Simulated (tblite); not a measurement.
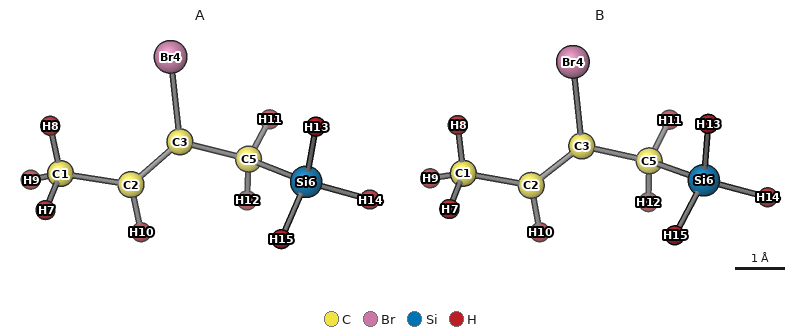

Two geometries of C4H9BrSi, drawn at one scale. One is the start of a relaxation, the other its converged end. The picture is a ball-and-stick view, seen face on.

These are results of GFN2-xTB geometry optimisation, gas phase (tblite 0.8.0), not measurements. 

Q: Which geometry has the lower energy?

A: Structure B is the relaxed one. The largest moves after the best rigid fit, 0.17 Å, are those of Br4 and H13. Largest moves by element: H 0.17 Å, Br 0.17 Å, C 0.12 Å, Si 0.07 Å. Near-neighbour distances that change, for instance: C3–Br4 1.862 → 1.921 Å, C5–Si6 1.873 → 1.918 Å, Si6–H13 1.497 → 1.460 Å, C3–C5 1.519 → 1.484 Å. Among the angles between lasting bonds that change: C2–C3–C5 121.3° → 126.0°, C3–C5–Si6 116.4° → 111.8°, C2–C3–Br4 124.6° → 120.6°. Over 45 geometry steps the energy falls by 15.3 kJ/mol.
